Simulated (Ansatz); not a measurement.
# Resistivity from frozen vibrations: Pb(111) with 4 thermally displaced layers, 2x2, part 2 of 2

Wanted: the phonon-limited resistivity of Pb at 300 K by the Landauer route.

Ansatz 0.2.0; Ansatz plane-wave DFT, PBE, PAW files; ballistic transport by layer matching (Landauer), zero bias; PAW set soft_1.

So far. Step 2 (With 4 displaced layers): Over the solved energies the transmission per spin lies between 3.86 and 4.12, out of 4.98 channels of the lead on average (up to 5.17).

## (3) With 8 displaced layers

System of this step: Pb(111) with 8 thermally displaced layers, 2x2. The cell holds 56 atoms: 56 Pb. Cell: a = 7.001 Å, b = 7.001 Å, c = 40.068 Å, α = 87.5°, β = 92.5°, γ = 120.0°. It derives from Pb. Regions: lead, 24 atoms (24 Pb); scattering region, 32 atoms (32 Pb). The structure is stacked along c, and the current runs across the ab planes.

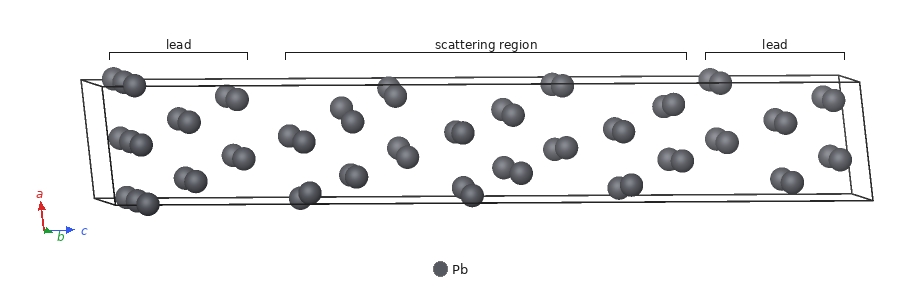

The cell of this step (lead dark grey). Some periodic images of atoms are drawn too.

input.yaml

```yaml
crystal:
  lattice:
    - [7.0014885046, 0.0, 0.0]
    - [-3.5007442523, 6.0634669093, 0.0]
    - [-1.7503721261, 1.0105778182, 40.0168399779]
  atoms:
    - { symbol: Pb, position: [0.005952381, 0.994047619, 0.0357142857] }
    - { symbol: Pb, position: [0.005952381, 0.494047619, 0.0357142857] }
    - { symbol: Pb, position: [0.505952381, 0.994047619, 0.0357142857] }
    - { symbol: Pb, position: [0.505952381, 0.494047619, 0.0357142857] }
    - { symbol: Pb, position: [0.1845238095, 0.3154761905, 0.1071428571] }
    - { symbol: Pb, position: [0.1845238095, 0.8154761905, 0.1071428571] }
    - { symbol: Pb, position: [0.6845238095, 0.3154761905, 0.1071428571] }
    - { symbol: Pb, position: [0.6845238095, 0.8154761905, 0.1071428571] }
    - { symbol: Pb, position: [0.3630952381, 0.1369047619, 0.1785714286] }
    - { symbol: Pb, position: [0.3630952381, 0.6369047619, 0.1785714286] }
    - { symbol: Pb, position: [0.8630952381, 0.1369047619, 0.1785714286] }
    - { symbol: Pb, position: [0.8630952381, 0.6369047619, 0.1785714286] }
    - { symbol: Pb, position: [0.0925236708, 0.9881618265, 0.2512367189] }
    - { symbol: Pb, position: [0.0180957361, 0.4578529858, 0.2522717388] }
    - { symbol: Pb, position: [0.5209447151, 0.9671092884, 0.2514875481] }
    - { symbol: Pb, position: [0.5415301212, 0.4316718394, 0.2477101709] }
    - { symbol: Pb, position: [0.1992511687, 0.2520425421, 0.3274476732] }
    - { symbol: Pb, position: [0.2140371469, 0.7874241137, 0.3205337783] }
    - { symbol: Pb, position: [0.7669993896, 0.309551296, 0.3236202952] }
    - { symbol: Pb, position: [0.6776444869, 0.780555836, 0.323794475] }
    - { symbol: Pb, position: [0.4126612495, 0.0860277383, 0.3991622333] }
    - { symbol: Pb, position: [0.3656786566, 0.58554307, 0.3960928937] }
    - { symbol: Pb, position: [0.9227540066, 0.1468128053, 0.3935095156] }
    - { symbol: Pb, position: [0.8813451573, 0.5931969229, 0.3890812197] }
    - { symbol: Pb, position: [0.0596443187, 0.9366813278, 0.466296845] }
    - { symbol: Pb, position: [0.0953426166, 0.4044110079, 0.4701308893] }
    - { symbol: Pb, position: [0.5894255854, 0.958825321, 0.4627880541] }
    - { symbol: Pb, position: [0.5662814371, 0.4277288054, 0.4678550691] }
    - { symbol: Pb, position: [0.2516771383, 0.231448741, 0.5310729801] }
    - { symbol: Pb, position: [0.2345434646, 0.7549571756, 0.5391391986] }
    - { symbol: Pb, position: [0.7409381303, 0.2190075225, 0.5387354577] }
    - { symbol: Pb, position: [0.7228437247, 0.7274042485, 0.5378633249] }
    - { symbol: Pb, position: [0.3940959962, 0.074635642, 0.6051300826] }
    - { symbol: Pb, position: [0.4359373208, 0.5636307334, 0.6078422762] }
    - { symbol: Pb, position: [0.9404131181, 0.0473368305, 0.6120601811] }
    - { symbol: Pb, position: [0.9591913407, 0.5840736949, 0.6111738818] }
    - { symbol: Pb, position: [0.1383547475, 0.9061384074, 0.6788330211] }
    - { symbol: Pb, position: [0.082889924, 0.3842643928, 0.6759085147] }
    - { symbol: Pb, position: [0.5875789727, 0.8931352724, 0.6766039569] }
    - { symbol: Pb, position: [0.5809719562, 0.3629296765, 0.6795002888] }
    - { symbol: Pb, position: [0.3138539023, 0.2385439171, 0.7499518481] }
    - { symbol: Pb, position: [0.328948629, 0.7396951886, 0.7539801609] }
    - { symbol: Pb, position: [0.7591109223, 0.2361983909, 0.7511752588] }
    - { symbol: Pb, position: [0.8045080552, 0.7165907463, 0.7513245354] }
    - { symbol: Pb, position: [0.4702380952, 0.0297619048, 0.8214285714] }
    - { symbol: Pb, position: [0.4702380952, 0.5297619048, 0.8214285714] }
    - { symbol: Pb, position: [0.9702380952, 0.0297619048, 0.8214285714] }
    - { symbol: Pb, position: [0.9702380952, 0.5297619048, 0.8214285714] }
    - { symbol: Pb, position: [0.1488095238, 0.8511904762, 0.8928571429] }
    - { symbol: Pb, position: [0.1488095238, 0.3511904762, 0.8928571429] }
    - { symbol: Pb, position: [0.6488095238, 0.8511904762, 0.8928571429] }
    - { symbol: Pb, position: [0.6488095238, 0.3511904762, 0.8928571429] }
    - { symbol: Pb, position: [0.3273809524, 0.1726190476, 0.9642857143] }
    - { symbol: Pb, position: [0.3273809524, 0.6726190476, 0.9642857143] }
    - { symbol: Pb, position: [0.8273809524, 0.1726190476, 0.9642857143] }
    - { symbol: Pb, position: [0.8273809524, 0.6726190476, 0.9642857143] }
kpoints:
  mp_grid: { grid: [4, 4, 1] }
hamiltonian:
  xc: pbe
  pseudopotentials: { kind: paw, azcp: { folder: soft_1 } }
scf:
  occupations: { method: fermi_dirac, width: 0.1 }
output:
  transmission: { leads: [[0, 4]], kmesh: [8, 8], e_range: [-0.05, 0.05], de: 0.05 }
  write_potential: true
  write_density: true
  volumetric_format: npy
```

Launch:

```console
> ansatz run input.yaml --threads 4 --pin off --max-ram 15360MiB --backend cpu --events-out ev --progress --plain --runs-dir out
```

Numbers of over 12 decimals in the logs are rounded to 6 here.

Output:

```text
[...]
Crystal: 56 atoms, lattice volume = 1698.847 Å³
Basis set: ecut = 420 eV, 33213 PW (Γ)
Bands: 471, of which v1, the nominal top of the filled ones, is band 392 counted from 1 (391 counted from 0)
Symmetry: 1 space group operations
[...]
k-points: 10 of 16 (time reversal used)
[...]
SCF iter   1: F=—  HF=-666892.869051 eV  |F-HF|=—  |Δ(HF+E_count)|=         —  Δρ=8.28e-3  dr2=2.29e0  ethr=3.10e-3  ⟨swp⟩=7.0  Hψ=18642  notcnv=0  defer=116
[...]
SCF iter   9: F=-666892.275070 eV  HF=-666892.275070 eV  |F-HF|=3.86e-8  |Δ(HF+E_count)|=   2.29e-8  Δρ=8.63e-7  dr2=5.06e-8  ethr=1.28e-11  ⟨swp⟩=12.0  Hψ=22311  notcnv=0
SCF 1 converged in 9 iterations: F = -666892.275070 eV  dr2 = 5.06e-8
[...]
transmission: 171 of 1700 steps passed
transmission: 348 of 1700 steps passed
[...]
transmission: 1700 of 1700 steps passed
SCF converged after 9 iterations
Free energy (F): -666892.275070 eV
[...]
Internal energy: -666891.344239 eV  (E = F + TS)
E sigma→0 (E₀):  -666891.809654 eV
Entropy (-TS):   -0.930831 eV (-16.622 meV/atom)
Fermi energy:    11.171957 eV
[...]
--- Band table (eV; the first three rows and the last of 10) ---
  k-point 0: bands = [... 388 lower, 11.5878, 11.6772, 11.7253, 11.7727, 11.7979, 11.9220, 12.0542, 12.1051, ... 75 higher]
  k-point 1: bands = [... 388 lower, 10.9968, 11.0646, 11.1151, 11.1994, 11.4149, 11.5936, 11.7214, 11.7632, ... 75 higher]
  k-point 2: bands = [... 388 lower, 10.9993, 11.0340, 11.1109, 11.1336, 11.2212, 11.2560, 11.3075, 11.3390, ... 75 higher]
  k-point 9: bands = [... 388 lower, 10.9825, 11.0575, 11.1635, 11.2134, 11.2334, 11.3021, 11.3594, 11.3752, ... 75 higher]
--- Transmission ---
  basis      : 367 plane waves across, 50 finite elements along
  points     : 34, standing for a mesh of 8 x 8
[...]
channels       : 5.171875e0 a spin
[...]
junction   : crystal 0 to crystal 0, 2.86 to 40.02 Å
    transmission   : 3.641486e0 a spin
[...]
```

Run time: 23 min. Hardware: 4 threads of Arm Neoverse V2, shared host; peak memory 9.2 GiB; 77 min of CPU time.

Numbers from this step:

```yaml
free_energy: -666892.2751 eV
energy_at_zero_smearing: -666891.8097 eV
fermi_energy: 11.17 eV
transmission_per_spin_nearest_the_fermi_level: 3.641
open_channels_per_spin_nearest_the_fermi_level: 5.172
step_of_the_lead_s_potential: 8.8 meV
```

Per spin. Table of transmission, zone mean by energy, zero at the Fermi level:

```csv
energy (eV),"transmission, zone mean"
-0.0500,3.51
0.0000,3.64
0.0500,3.69
```

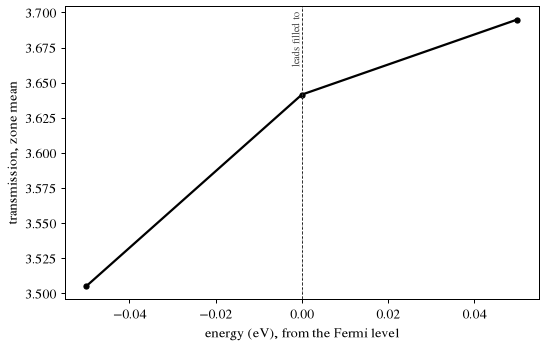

Transmission, zone mean, plotted against energy.

Over the solved energies the transmission per spin lies between 3.51 and 3.69, out of 5.08 channels of the lead on average (up to 5.17).

## (4) With 12 displaced layers

System of this step: Pb(111) with 12 thermally displaced layers, 2x2. The cell holds 72 atoms: 72 Pb. Cell: a = 7.001 Å, b = 7.001 Å, c = 51.450 Å, α = 90.0°, β = 90.0°, γ = 120.0°. It derives from Pb. Regions: lead, 24 atoms (24 Pb); scattering region, 48 atoms (48 Pb). The structure is stacked along c, and the current runs across the ab planes.

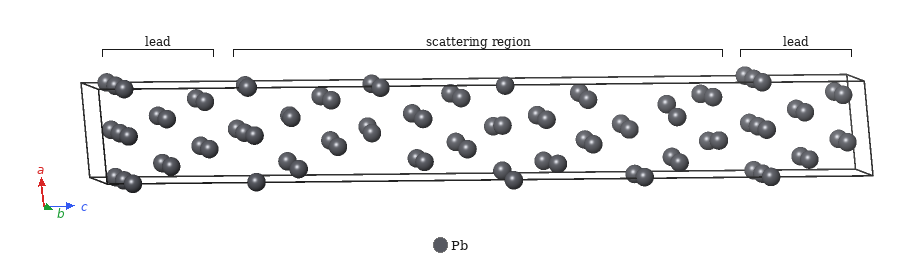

The cell of this step (lead dark grey). Some periodic images of atoms are drawn too.

input.yaml

```yaml
crystal:
  lattice:
    - [7.0014885046, 0.0, 0.0]
    - [-3.5007442523, 6.0634669093, 0.0]
    - [0.0, 0.0, 51.4502228287]
  atoms:
    - { symbol: Pb, position: [0.0, 0.0, 0.0277777778] }
    - { symbol: Pb, position: [0.0, 0.5, 0.0277777778] }
    - { symbol: Pb, position: [0.5, 0.0, 0.0277777778] }
    - { symbol: Pb, position: [0.5, 0.5, 0.0277777778] }
    - { symbol: Pb, position: [0.1666666667, 0.3333333333, 0.0833333333] }
    - { symbol: Pb, position: [0.1666666667, 0.8333333333, 0.0833333333] }
    - { symbol: Pb, position: [0.6666666667, 0.3333333333, 0.0833333333] }
    - { symbol: Pb, position: [0.6666666667, 0.8333333333, 0.0833333333] }
    - { symbol: Pb, position: [0.3333333333, 0.1666666667, 0.1388888889] }
    - { symbol: Pb, position: [0.3333333333, 0.6666666667, 0.1388888889] }
    - { symbol: Pb, position: [0.8333333333, 0.1666666667, 0.1388888889] }
    - { symbol: Pb, position: [0.8333333333, 0.6666666667, 0.1388888889] }
    - { symbol: Pb, position: [0.0022190556, 0.9918030633, 0.1893261767] }
    - { symbol: Pb, position: [0.9886679361, 0.4816442051, 0.1973517136] }
    - { symbol: Pb, position: [0.4952418546, 0.0019064275, 0.1921577227] }
    - { symbol: Pb, position: [0.4897689726, 0.4997366055, 0.1904465444] }
    - { symbol: Pb, position: [0.1714025075, 0.3309108332, 0.246808625] }
    - { symbol: Pb, position: [0.12509189, 0.8450505246, 0.24919905] }
    - { symbol: Pb, position: [0.6534872379, 0.3279399848, 0.2548890606] }
    - { symbol: Pb, position: [0.6666707942, 0.8353115621, 0.2459975306] }
    - { symbol: Pb, position: [0.3763920671, 0.1876204479, 0.3084272199] }
    - { symbol: Pb, position: [0.3447436032, 0.6876014192, 0.3065539622] }
    - { symbol: Pb, position: [0.8437233667, 0.1631908523, 0.3015885735] }
    - { symbol: Pb, position: [0.8315869911, 0.6224756565, 0.3049097639] }
    - { symbol: Pb, position: [0.9840463302, 0.9761829434, 0.3627613373] }
    - { symbol: Pb, position: [0.9910491406, 0.4900227104, 0.3625102696] }
    - { symbol: Pb, position: [0.5064349033, 0.0317218132, 0.3620570555] }
    - { symbol: Pb, position: [0.4684166564, 0.4555964725, 0.3575912821] }
    - { symbol: Pb, position: [0.1875846616, 0.3321776272, 0.4159046331] }
    - { symbol: Pb, position: [0.1845209613, 0.8040399234, 0.4150903637] }
    - { symbol: Pb, position: [0.6640150527, 0.346724226, 0.414880756] }
    - { symbol: Pb, position: [0.6362048336, 0.7966745979, 0.4186297169] }
    - { symbol: Pb, position: [0.3438377394, 0.1557870755, 0.4726618531] }
    - { symbol: Pb, position: [0.3023790898, 0.6558912998, 0.4759309891] }
    - { symbol: Pb, position: [0.86240016, 0.219431228, 0.4701034862] }
    - { symbol: Pb, position: [0.8425779688, 0.662201664, 0.4737451258] }
    - { symbol: Pb, position: [0.9934489908, 0.987183241, 0.5254425798] }
    - { symbol: Pb, position: [0.0597582986, 0.4982335775, 0.5223499182] }
    - { symbol: Pb, position: [0.4949142796, 0.0154852122, 0.5264320008] }
    - { symbol: Pb, position: [0.5383540318, 0.52289298, 0.527367757] }
    - { symbol: Pb, position: [0.1458530316, 0.3103854792, 0.5814493674] }
    - { symbol: Pb, position: [0.1512832797, 0.8608395861, 0.5876147182] }
    - { symbol: Pb, position: [0.6283284193, 0.306345812, 0.5785733685] }
    - { symbol: Pb, position: [0.6121315239, 0.7623901681, 0.5802588797] }
    - { symbol: Pb, position: [0.3550370627, 0.1587721256, 0.6411890097] }
    - { symbol: Pb, position: [0.3437675171, 0.7068771522, 0.6394250858] }
    - { symbol: Pb, position: [0.8549243083, 0.2249594569, 0.6380155701] }
    - { symbol: Pb, position: [0.8114850376, 0.6712779292, 0.638784364] }
    - { symbol: Pb, position: [0.0105660326, 0.9789515329, 0.696610347] }
    - { symbol: Pb, position: [0.0092416679, 0.4847512189, 0.6948838171] }
    - { symbol: Pb, position: [0.510356025, 0.0535740522, 0.6925492468] }
    - { symbol: Pb, position: [0.4788679665, 0.4756581698, 0.6935128561] }
    - { symbol: Pb, position: [0.1753179118, 0.3508682611, 0.7483568699] }
    - { symbol: Pb, position: [0.1468173031, 0.8009832549, 0.7477730398] }
    - { symbol: Pb, position: [0.7330623827, 0.3571134617, 0.7478967905] }
    - { symbol: Pb, position: [0.6290747163, 0.81105277, 0.7499416189] }
    - { symbol: Pb, position: [0.3255202648, 0.1496668046, 0.8020927293] }
    - { symbol: Pb, position: [0.3666236443, 0.6769823528, 0.8045474025] }
    - { symbol: Pb, position: [0.8229222294, 0.15457314, 0.797653164] }
    - { symbol: Pb, position: [0.8233962893, 0.642217351, 0.8028568221] }
    - { symbol: Pb, position: [0.0, 0.0, 0.8611111111] }
    - { symbol: Pb, position: [0.0, 0.5, 0.8611111111] }
    - { symbol: Pb, position: [0.5, 0.0, 0.8611111111] }
    - { symbol: Pb, position: [0.5, 0.5, 0.8611111111] }
    - { symbol: Pb, position: [0.1666666667, 0.3333333333, 0.9166666667] }
    - { symbol: Pb, position: [0.1666666667, 0.8333333333, 0.9166666667] }
    - { symbol: Pb, position: [0.6666666667, 0.3333333333, 0.9166666667] }
    - { symbol: Pb, position: [0.6666666667, 0.8333333333, 0.9166666667] }
    - { symbol: Pb, position: [0.3333333333, 0.1666666667, 0.9722222222] }
    - { symbol: Pb, position: [0.3333333333, 0.6666666667, 0.9722222222] }
    - { symbol: Pb, position: [0.8333333333, 0.1666666667, 0.9722222222] }
    - { symbol: Pb, position: [0.8333333333, 0.6666666667, 0.9722222222] }
kpoints:
  mp_grid: { grid: [4, 4, 1] }
hamiltonian:
  xc: pbe
  pseudopotentials: { kind: paw, azcp: { folder: soft_1 } }
scf:
  occupations: { method: fermi_dirac, width: 0.1 }
output:
  transmission: { leads: [[0, 4]], kmesh: [8, 8], e_range: [-0.05, 0.05], de: 0.05 }
  write_potential: true
  write_density: true
  volumetric_format: npy
```

Output:

```text
[...]
Crystal: 72 atoms, lattice volume = 2184.231 Å³
Basis set: ecut = 420 eV, 42621 PW (Γ)
Bands: 605, of which v1, the nominal top of the filled ones, is band 504 counted from 1 (503 counted from 0)
Symmetry: 1 space group operations
[...]
k-points: 10 of 16 (time reversal used)
[...]
SCF iter   1: F=—  HF=-857432.794695 eV  |F-HF|=—  |Δ(HF+E_count)|=         —  Δρ=8.44e-3  dr2=4.42e0  ethr=3.10e-3  ⟨swp⟩=7.0  Hψ=23892  notcnv=0  defer=160
[...]
SCF iter   9: F=-857432.016499 eV  HF=-857432.016499 eV  |F-HF|=6.18e-8  |Δ(HF+E_count)|=   7.22e-9  Δρ=7.67e-7  dr2=7.37e-8  ethr=9.92e-12  ⟨swp⟩=10.4  Hψ=28536  notcnv=0
SCF 1 converged in 9 iterations: F = -857432.016499 eV  dr2 = 7.37e-8
[...]
transmission: 222 of 2176 steps passed
transmission: 441 of 2176 steps passed
[...]
transmission: 2176 of 2176 steps passed
SCF converged after 9 iterations
Free energy (F): -857432.016499 eV
[...]
Internal energy: -857430.919630 eV  (E = F + TS)
E sigma→0 (E₀):  -857431.468064 eV
Entropy (-TS):   -1.096869 eV (-15.234 meV/atom)
Fermi energy:    11.200528 eV
[...]
--- Band table (eV; the first three rows and the last of 10) ---
  k-point 0: bands = [... 500 lower, 11.6049, 11.6321, 11.6740, 11.7066, 11.8203, 11.8292, 11.8789, 11.9791, ... 97 higher]
  k-point 1: bands = [... 500 lower, 10.9998, 11.1960, 11.2732, 11.3655, 11.4110, 11.4479, 11.4823, 11.6055, ... 97 higher]
  k-point 2: bands = [... 500 lower, 11.0811, 11.1019, 11.1833, 11.1911, 11.2157, 11.2329, 11.2714, 11.2787, ... 97 higher]
  k-point 9: bands = [... 500 lower, 11.0519, 11.1178, 11.1498, 11.1917, 11.2108, 11.2489, 11.2853, 11.3026, ... 97 higher]
--- Transmission ---
  basis      : 367 plane waves across, 64 finite elements along
  points     : 34, standing for a mesh of 8 x 8
[...]
channels       : 5.171875e0 a spin
[...]
junction   : crystal 0 to crystal 0, -0.00 to 48.59 Å
    transmission   : 3.064918e0 a spin
[...]
```

Wall time 36 min (4 threads); peak memory 10 GiB.

This step gave:

```yaml
free_energy: -857432.0165 eV
energy_at_zero_smearing: -857431.4681 eV
fermi_energy: 11.20 eV
transmission_per_spin_nearest_the_fermi_level: 3.065
step_of_the_lead_s_potential: 10.8 meV
```

Per spin. Transmission, zone mean against energy, zero at the Fermi level:

```csv
energy (eV),"transmission, zone mean"
-0.0500,3.01
0.0000,3.06
0.0500,3.10
```

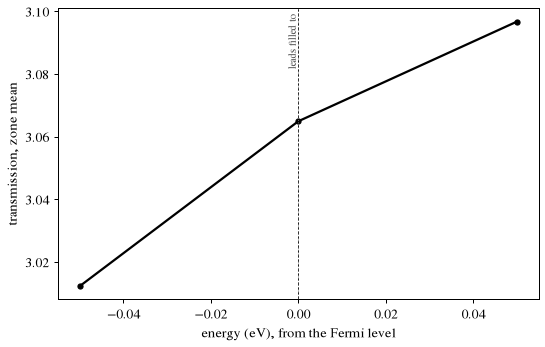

Transmission, zone mean against energy.

Over the solved energies the transmission per spin lies between 3.01 and 3.10, out of 5.23 channels of the lead on average (up to 5.36).

## (5) The fit

This step: Ansatz plane-wave DFT, PBE, PAW files; ballistic transport by layer matching (Landauer), zero bias; resistivity from the slope of the area resistance; PAW set soft_1 (Ansatz 0.2.0).

Numbers from this step:

```
resistivity           : 20.35 µΩ cm
intercept             : 0.02196 fΩ m²
scatter about the fit : 0.03543 fΩ m²
```

Resistance, by row:

```csv
run,length (Å),T,channels N,RA (fΩ m²)
n4,11.43,3.973,4.984,0.2797
n8,22.87,3.614,5.078,0.4372
n12,34.3,3.058,5.234,0.745
```

Area resistance against length of the displaced region:

```csv
length of the displaced region (Å),area resistance (fΩ m²)
11.43,0.280
22.87,0.437
34.30,0.745
```

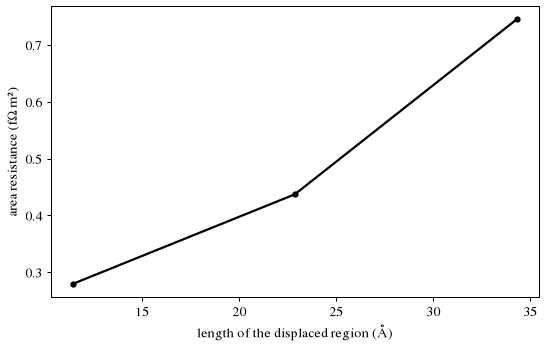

Area resistance, plotted against length of the displaced region.

The area resistance goes from 0.28 to 0.75 fΩ m² between 11 and 34.3 Å, a slope of 20 µΩ cm.

By hand from the end points: (0.7450 − 0.2797) fΩ m² / (34.30 − 11.4) Å = 20 µΩ cm, since 1 fΩ m² per Å is 1000 µΩ cm.

## (6) What came out

| Property | Result |
| --- | --- |
| resistivity from the slope | 20.3 µΩ cm |
| area resistance over 11.4 Å | 0.280 fΩ m² |
| area resistance over 22.9 Å | 0.437 fΩ m² |
| area resistance over 34.3 Å | 0.745 fΩ m² |

**Reading.** The slope gives 20 µΩ cm. The points scatter by 0.035 fΩ m² about the line, with one random draw a length in a 2x2 cell, so the slope is a rough value. The mean square of the displacements drawn is 0.78, 0.99 and 1.2 of the nominal one at the three lengths; with each resistance scaled back by that, the slope is 12 µΩ cm, the value used below. The lead's own channel count moves between the runs (4.98, 5.08 and 5.23), which shifts RA and the slope too. Read with a model of isotropic scattering on a spherical Fermi surface and the lead's 0.91×10¹⁵ S/m², this slope means a mean free path near 75 Å; over these lengths the model's slope is 1.09 times its bulk resistivity, which would be 11 µΩ cm. Uncorrelated displacements put too much weight on short waves, which scatter strongly; with the sideways repeat of a small cell, one draw and three short lengths, the method is good to a factor of two or three. The measured value is 21.3 µΩ cm (CRC Handbook of Chemistry and Physics, 84th ed., 2003, Electrical Resistivity of Pure Metals); the scaled slope is 0.56 times that and the corrected value 0.52: low. Spin-orbit coupling is left out, which matters for Pb.

[Logs are printed without paths, hosts, clocks, repeated set-up lines and the standing remarks that a program may print on its own settings, such as how far it seeks lower states.]

[Hosts, paths, dates, database ids (printed as entryN), source tags and the programs' standing remarks are cut or masked in the printed files.]
